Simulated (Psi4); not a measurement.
# BH2ClO (SMILES OBCl) at 6 levels

Aim: a comparison of 6 runs (B3LYP/def2-SVPD, M06-L/def2-SVPD, PBE0/def2-SVPD, TPSS/def2-SVPD, r2SCAN/def2-SVPD, revPBE/def2-SVPD) of BH2ClO. 

The results are computed with Psi4 1.11.

2 further runs of the same task are left out: 2 that didn't finish.

## (1) The molecule

BH2ClO has 5 atoms, charge 0, and is taken as a singlet. SMILES: `OBCl`. The B2–H5 distance was set to 1.783 Å, away from the relaxed value. At this shape a bond of the SMILES string is far longer than usual.

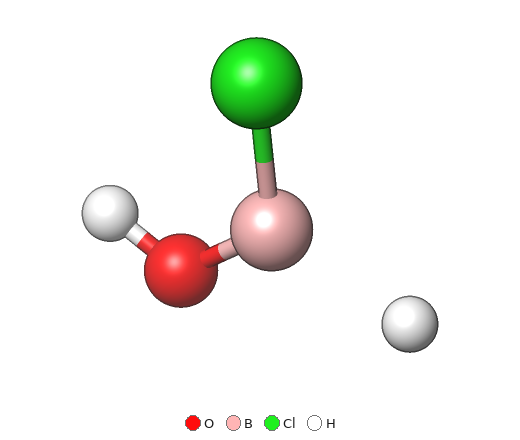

The structure, seen from a chosen angle (oxygen red, boron pink, chlorine green, hydrogen white).

## (2) Energy and gradient at B3LYP/def2-SVPD (run 1)

bclh2o.xyz

```xyz
5
BClH2O
O     -1.285480    -0.279626    -0.248268
B     -0.043180     0.201774    -0.107468
Cl     0.366420     1.834974    -0.640668
H     -1.899880     0.340174    -0.655068
H      1.223300    -0.815100     0.628600
```

run.py

```python
import psi4

psi4.set_memory(1600000000)
psi4.set_num_threads(1)
psi4.set_output_file('run.log', False)

with open('bclh2o.xyz') as f:
    atoms = ''.join(f.readlines()[2:])
mol = psi4.geometry('0 1\n' + atoms + 'symmetry c1')

options = {'basis': 'def2-SVPD', 'puream': True, 'e_convergence': 1e-09, 'd_convergence': 1e-08, 'scf_type': 'pk', 'dft_radial_points': 99, 'dft_spherical_points': 590}
psi4.set_options(options)

energy_value, wavefunction = psi4.gradient('b3lyp', return_wfn=True)
psi4.oeprop(wavefunction, 'MAYER_INDICES', 'LOWDIN_CHARGES', 'DIPOLE', title='B3LYP')
print('gradient / Eh bohr^-1')
print(energy_value.np.round(6))
print(f'energy = {wavefunction.energy():.10f} Eh')
for k, v in sorted(psi4.core.scalar_variables().items()):
    print(f'{k:45s} {v:18.10f}')
```

Launch:

```sh
$ python run.py
```

run.log:

```text
[...]
  Running in c1 symmetry.
[...]
  Nuclear repulsion =   83.011273443427442
[...]
  Multiplicity = 1
[...]
  Nalpha       = 16
  Nbeta        = 16
[...]
    Number of basis functions: 86
[...]
   @RKS iter   1:  -561.13351217352897   -2.28105e-01   7.83722e-03 DIIS/ADIIS
[...]
   @RKS iter  11:  -561.31338034149144   -5.00222e-12   6.98477e-09 DIIS
[...]
    Orbital Energies [Eh]
    ---------------------
    Doubly Occupied:
       1A   -101.536740     2A    -19.204049     3A     -9.488561
       4A     -7.254975     5A     -7.249748     6A     -7.248414
       7A     -6.884387     8A     -1.069053     9A     -0.857687
      10A     -0.610116    11A     -0.494318    12A     -0.435179
      13A     -0.425104    14A     -0.354534    15A     -0.353958
      16A     -0.302094
[...]
  @RKS Final Energy:  -561.31338034149144
   => Energetics <=
    Nuclear Repulsion Energy =             83.0112734434274415
    One-Electron Energy =                -937.2237607187153117
    Two-Electron Energy =                 326.3918538894379253
    DFT Exchange-Correlation Energy =     -33.4927469556414934
    Empirical Dispersion Energy =           0.0000000000000000
    VV10 Nonlocal Energy =                  0.0000000000000000
    Total Energy =                       -561.3133803414914382
[...]
  -Total Gradient:
     Atom            X                  Y                   Z
    ------   -----------------  -----------------  -----------------
       1       -0.013174691578     0.004494325161    -0.005269423696
       2       -0.043288505237     0.041714313476    -0.027887675028
       3       -0.003968631658    -0.000092923834    -0.001019488877
       4        0.004306369285    -0.002384678076     0.002081938465
       5        0.056107511670    -0.043740805317     0.032093710998
[...]
 Multipole Moments:
 ------------------------------------------------------------------------------------
     Multipole            Electronic (a.u.)      Nuclear  (a.u.)        Total (a.u.)
 ------------------------------------------------------------------------------------
 L = 1.  Multiply by 2.5417464519 to convert [e a0] to [Debye]
 Dipole X            :          0.3349478           -0.9332211           -0.5982733
 Dipole Y            :          2.6297199           -2.3290216            0.3006983
 Dipole Z            :         -0.9446382            0.6675636           -0.2770745
 Magnitude           :                                                    0.7246521
[...]
```

Standard output:

```text
gradient / Eh bohr^-1
[[-1.3175e-02  4.4940e-03 -5.2690e-03]
 [-4.3289e-02  4.1714e-02 -2.7888e-02]
 [-3.9690e-03 -9.3000e-05 -1.0190e-03]
 [ 4.3060e-03 -2.3850e-03  2.0820e-03]
 [ 5.6108e-02 -4.3741e-02  3.2094e-02]]
energy = -561.3133803415 Eh
CURRENT ENERGY                                   -561.3133803415
CURRENT REFERENCE ENERGY                         -561.3133803415
DD SOLVATION ENERGY                                 0.0000000000
DFT FUNCTIONAL TOTAL ENERGY                      -561.3133803415
DFT TOTAL ENERGY                                 -561.3133803415
DFT VV10 ENERGY                                     0.0000000000
DFT XC ENERGY                                     -33.4927469556
GRID ELECTRONS ALPHA                               16.0000000881
GRID ELECTRONS BETA                                16.0000000881
GRID ELECTRONS TOTAL                               32.0000001762
NUCLEAR REPULSION ENERGY                           83.0112734434
ONE-ELECTRON ENERGY                              -937.2237607187
PCM POLARIZATION ENERGY                             0.0000000000
PE ENERGY                                           0.0000000000
SCF ITERATION ENERGY                             -561.3133803415
SCF ITERATIONS                                     11.0000000000
SCF TOTAL ENERGY                                 -561.3133803415
TWO-ELECTRON ENERGY                               326.3918538894
XC GRID RADIAL POINTS                              99.0000000000
XC GRID SPHERICAL POINTS                          590.0000000000
XC GRID TOTAL POINTS                           282167.0000000000
```

It took 9.9 s on 1 thread of Intel Xeon 6975P-C (Granite Rapids), shared host; peak memory 0.96 GiB.

## (3) The energy at M06-L/def2-SVPD (run 2)

calc.py

```python
import psi4

psi4.set_memory('1600 MB')
psi4.set_num_threads(1)
psi4.set_output_file('output.dat', False)

geom = psi4.geometry("""
O     -1.285480    -0.279626    -0.248268
B     -0.043180     0.201774    -0.107468
Cl     0.366420     1.834974    -0.640668
H     -1.899880     0.340174    -0.655068
H      1.223300    -0.815100     0.628600
symmetry c1
no_reorient
no_com
""")

psi4.set_options({
    'basis': 'def2-SVPD',
    'reference': 'rks',
    'puream': True,
    'e_convergence': 1e-09,
    'd_convergence': 1e-08,
    'scf_type': 'pk',
    'dft_radial_points': 99,
    'dft_spherical_points': 590,
})

E, wfn = psi4.energy("M06-L", molecule=geom, return_wfn=True)
psi4.oeprop(wfn, "MAYER_INDICES", "MULLIKEN_CHARGES", "LOWDIN_CHARGES", title="M06-L")
print(f'total energy {E:.8f} hartree = {E * 27.211386:.5f} eV')
for k, v in sorted(psi4.core.scalar_variables().items()):
    print(f'{k:45s} {v:18.10f}')
```

Launch:

```sh
$ python calc.py
```

output.dat:

```text
[...]
  Running in c1 symmetry.
[...]
  Nuclear repulsion =   83.011273443427442
[...]
  Multiplicity = 1
[...]
  Nalpha       = 16
  Nbeta        = 16
[...]
    Number of basis functions: 86
[...]
   @RKS iter   1:  -561.08573270374302   -2.02979e-01   8.13324e-03 ADIIS/DIIS
[...]
   @RKS iter  13:  -561.28095650823764   -1.36424e-12   1.55423e-09 DIIS
[...]
    Orbital Energies [Eh]
    ---------------------
    Doubly Occupied:
       1A   -101.166689     2A    -19.036128     3A     -9.433534
       4A     -7.144050     5A     -7.137813     6A     -7.136401
       7A     -6.772983     8A     -1.039634     9A     -0.816009
      10A     -0.566661    11A     -0.457108    12A     -0.395578
      13A     -0.385565    14A     -0.323671    15A     -0.319860
      16A     -0.269565
[...]
  @RKS Final Energy:  -561.28095650823764
   => Energetics <=
    Nuclear Repulsion Energy =             83.0112734434274415
    One-Electron Energy =                -937.4037699656646510
    Two-Electron Energy =                 334.6505077497886873
    DFT Exchange-Correlation Energy =     -41.5389677357890292
    Empirical Dispersion Energy =           0.0000000000000000
    VV10 Nonlocal Energy =                  0.0000000000000000
    Total Energy =                       -561.2809565082376366
[...]
 Multipole Moments:
 ------------------------------------------------------------------------------------
     Multipole            Electronic (a.u.)      Nuclear  (a.u.)        Total (a.u.)
 ------------------------------------------------------------------------------------
 L = 1.  Multiply by 2.5417464519 to convert [e a0] to [Debye]
 Dipole X            :          8.7083716           -9.3488153           -0.6404437
 Dipole Y            :        -55.4286105           55.7308467            0.3022362
 Dipole Z            :         25.1115118          -25.4003909           -0.2888791
 Magnitude           :                                                    0.7648307
[...]
  Mulliken Charges: (a.u.)
   Center  Symbol    Alpha    Beta     Spin     Total
       1     O     4.13366  4.13366  0.00000 -0.26733
       2     B     2.13019  2.13019  0.00000  0.73962
       3    CL     8.73646  8.73646  0.00000 -0.47293
       4     H     0.41189  0.41189  0.00000  0.17621
       5     H     0.58779  0.58779  0.00000 -0.17558
   Total alpha = 16.00000, Total beta = 16.00000, Total charge =  0.00000
  Lowdin Charges: (a.u.)
   Center  Symbol    Alpha    Beta     Spin     Total
       1     O     4.05687  4.05687  0.00000 -0.11374
[...]
```

The script printed:

```text
total energy -561.28095651 hartree = -15273.23276 eV
CURRENT ENERGY                                   -561.2809565082
CURRENT REFERENCE ENERGY                         -561.2809565082
DD SOLVATION ENERGY                                 0.0000000000
DFT FUNCTIONAL TOTAL ENERGY                      -561.2809565082
DFT TOTAL ENERGY                                 -561.2809565082
DFT VV10 ENERGY                                     0.0000000000
DFT XC ENERGY                                     -41.5389677358
GRID ELECTRONS ALPHA                               16.0000000876
GRID ELECTRONS BETA                                16.0000000876
GRID ELECTRONS TOTAL                               32.0000001751
NUCLEAR REPULSION ENERGY                           83.0112734434
ONE-ELECTRON ENERGY                              -937.4037699657
PCM POLARIZATION ENERGY                             0.0000000000
PE ENERGY                                           0.0000000000
SCF ITERATION ENERGY                             -561.2809565082
SCF ITERATIONS                                     13.0000000000
SCF TOTAL ENERGY                                 -561.2809565082
TWO-ELECTRON ENERGY                               334.6505077498
XC GRID RADIAL POINTS                              99.0000000000
XC GRID SPHERICAL POINTS                          590.0000000000
XC GRID TOTAL POINTS                           282167.0000000000
```

It took 17 s on 1 thread of Intel Xeon 6975P-C (Granite Rapids), shared host; peak memory 0.85 GiB.

Runs 3 to 5 aren't shown in full; the table further down has their settings and results.

## (4) Energy and forces at revPBE/def2-SVPD (run 6)

input.json

```json
{
 "schema_name": "qcschema_input",
 "schema_version": 1,
 "molecule": {
  "schema_name": "qcschema_molecule",
  "schema_version": 2,
  "symbols": ["O", "B", "Cl", "H", "H"],
  "geometry": [-2.42920514, -0.52841656, -0.46915853, -0.08159837, 0.3812976, -0.20308509, 0.69243345, 3.46759831, -1.21068706, -3.59025287, 0.64283569, -1.23789911, 2.31170197, -1.54031576, 1.18788184],
  "molecular_charge": 0,
  "molecular_multiplicity": 1,
  "fix_symmetry": "c1"
 },
 "driver": "gradient",
 "model": {
  "method": "revpbe",
  "basis": "def2-SVPD"
 },
 "keywords": {
  "puream": true,
  "e_convergence": 1e-09,
  "d_convergence": 1e-08,
  "scf_type": "pk",
  "dft_radial_points": 99,
  "dft_spherical_points": 590,
  "scf_properties": ["LOWDIN_CHARGES", "WIBERG_LOWDIN_INDICES", "QUADRUPOLE"]
 }
}
```

Launch:

```sh
$ psi4 --qcschema input.json -n 1 --memory 1600MB
```

stdout:

```text
[...]
  Running in c1 symmetry.
[...]
  Nuclear repulsion =   83.011273382405520
[...]
  Multiplicity = 1
[...]
  Nalpha       = 16
  Nbeta        = 16
[...]
    Number of basis functions: 86
[...]
   @RKS iter   1:  -560.95499574230803   -1.10050e-01   8.54063e-03 DIIS/ADIIS
[...]
   @RKS iter  12:  -561.18116553846892   -7.04858e-12   6.39179e-09 DIIS
[...]
  @RKS Final Energy:  -561.18116553846892
   => Energetics <=
    Nuclear Repulsion Energy =             83.0112733824055198
    One-Electron Energy =                -937.1278625224763346
    Two-Electron Energy =                 334.3262902271268331
    DFT Exchange-Correlation Energy =     -41.3908666255249997
    Empirical Dispersion Energy =           0.0000000000000000
    VV10 Nonlocal Energy =                  0.0000000000000000
    Total Energy =                       -561.1811655384689175
[...]
 Multipole Moments:
 ------------------------------------------------------------------------------------
     Multipole            Electronic (a.u.)      Nuclear  (a.u.)        Total (a.u.)
 ------------------------------------------------------------------------------------
 L = 1.  Multiply by 2.5417464519 to convert [e a0] to [Debye]
 Dipole X            :          0.3117154           -0.9332211           -0.6215057
 Dipole Y            :          2.6189810           -2.3290216            0.2899594
 Dipole Z            :         -0.9465926            0.6675636           -0.2790289
 Magnitude           :                                                    0.7404073
 L = 2.  Multiply by 1.3450342976 to convert [e a0^2] to [Debye ang]
 Quadrupole XX       :        -88.5213680           70.9223183          -17.5990497
 Quadrupole XY       :        -61.6681740           61.4128909           -0.2552831
[...]
  -Total Gradient:
     Atom            X                  Y                   Z
    ------   -----------------  -----------------  -----------------
       1       -0.005638253029     0.015802056019    -0.007711559789
       2       -0.050780361434     0.037370004062    -0.028170934773
       3       -0.005402517663    -0.004169617421     0.000202223305
       4        0.008593867693    -0.007808347516     0.005352453005
       5        0.053210032550    -0.041203546232     0.030326940519
[...]
```

The result, in JSON:

```text
{
 "driver": "gradient",
 "model": {
  "method": "revpbe",
  "basis": "def2-SVPD"
 },
 "success": true,
 "return_result": [-0.005638253028728252, 0.015802056018747124, -0.007711559788822542, -0.05078036143443132, 0.037370004062016765, -0.02817093477265585, -0.005402517663042311, -0.004169617420569649, 0.0002022233045213262, 0.008593867693240775, -0.007808347515815162, 0.005352453004596247, 0.053210032549764835, -0.041203546232240054, 0.03032694051861299],
 "properties": {
  "calcinfo_nbasis": 86,
  "calcinfo_nmo": 86,
  "calcinfo_nalpha": 16,
  "calcinfo_nbeta": 16,
  "calcinfo_natom": 5,
  "nuclear_repulsion_energy": 83.01127338240552,
  "return_energy": -561.1811655384689,
  "return_gradient": [-0.005638253028728252, 0.015802056018747124, -0.007711559788822542, -0.05078036143443132, 0.037370004062016765, -0.02817093477265585, -0.005402517663042311, -0.004169617420569649, 0.0002022233045213262, 0.008593867693240775, -0.007808347515815162, 0.005352453004596247, 0.053210032549764835, -0.041203546232240054, 0.03032694051861299],
  "scf_one_electron_energy": -937.1278625224763,
  "scf_two_electron_energy": 334.32629022712683,
  "scf_xc_energy": -41.390866625525,
  "scf_dipole_moment": [-0.6215056905540144, 0.2899593860643286, -0.27902891534452623],
  "scf_total_energy": -561.1811655384689,
  "scf_total_gradient": [-0.005638253028728252, 0.015802056018747124, -0.007711559788822542, -0.05078036143443132, 0.037370004062016765, -0.02817093477265585, -0.005402517663042311, -0.004169617420569649, 0.0002022233045213262, 0.008593867693240775, -0.007808347515815162, 0.005352453004596247, 0.053210032549764835, -0.041203546232240054, 0.03032694051861299],
  "scf_iterations": 12
 }
}
```

Wall time 10 s (1 thread of Intel Xeon 6975P-C (Granite Rapids), shared host); peak memory 0.96 GiB.

## (5) The series

```csv
run,level,task,energy (Eh),dipole moment (D),HOMO energy (eV),LUMO energy (eV),wall time
1,B3LYP/def2-SVPD,gradient,-561.313380,1.84,-8.22,-0.95,9.9 s
2,M06-L/def2-SVPD,energy,-561.280957,1.94,-7.34,-1.28,17 s
3,PBE0/def2-SVPD,energy,-561.024794,1.82,-8.41,-0.72,8.1 s
4,TPSS/def2-SVPD,energy,-561.329443,1.86,-7.39,-1.55,20 s
5,r2SCAN/def2-SVPD,gradient,-561.207480,1.89,-7.47,-1.36,20 s
6,revPBE/def2-SVPD,gradient,-561.181166,1.88,-7.17,-1.65,10 s
```

## (6) Summary of results

| quantity | value |
| --- | --- |
| run 6: total energy | -561.18117 Eh |
| run 6: dipole moment | 1.88 D |
| run 6: HOMO energy | -7.17 eV |
| run 6: LUMO energy | -1.65 eV |
| run 6: HOMO–LUMO gap | 5.52 eV |
| run 6: largest force on an atom | 3.796 eV/Å |

In words: The dipole moment (its size) runs from 1.82 D (PBE0/def2-SVPD) to 1.94 D (M06-L/def2-SVPD). The HOMO–LUMO gap runs from 5.52 eV (revPBE/def2-SVPD) to 7.69 eV (PBE0/def2-SVPD). Totals of different functionals can't be ranked against each other. All runs together took 85 s, the longest 20 s.
